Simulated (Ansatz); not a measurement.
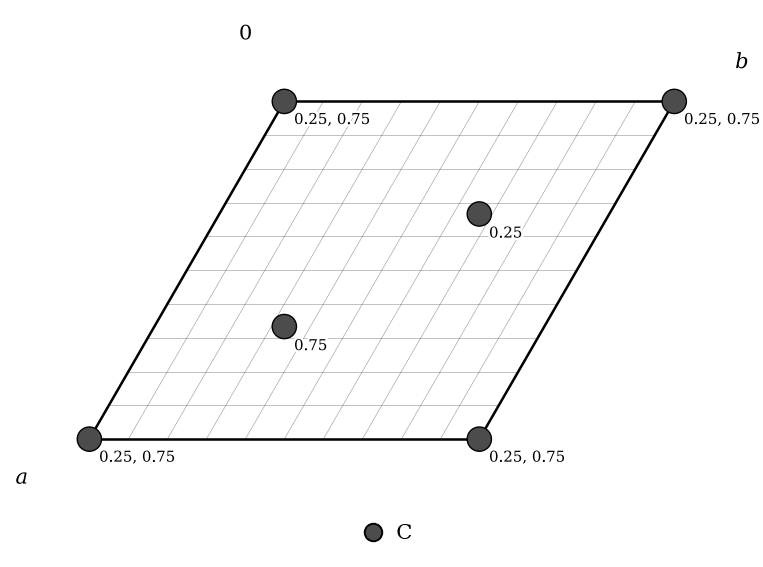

Plan of a unit cell projected along c (a down the page, b across); the numbers are heights as fractions of c, and atoms on the cell's edges are repeated. The grid marks tenths of a and b. Source: the geometry relaxed with Ansatz 0.2.0, DFT PBE, scalar-relativistic, plane waves, PAW. Geometry calculated from the standardised cell; symmetry tolerance 0.002 Å.

a = 2.466 Å, b = 2.466 Å, c = 8.795 Å, α = 90.00°, β = 90.00°, γ = 120.00°.

> What does the cell contain?

4 C: C, Z = 4.

> Which space group?

P6₃/mmc, No. 194, primitive hexagonal.

> Give the independent sites, coordinates to two places.

```csv
atom,site,symmetry,x,y,z
C,2b,-6m2,0.00,0.00,0.25
C,2c,-6m2,0.33,0.67,0.25
```
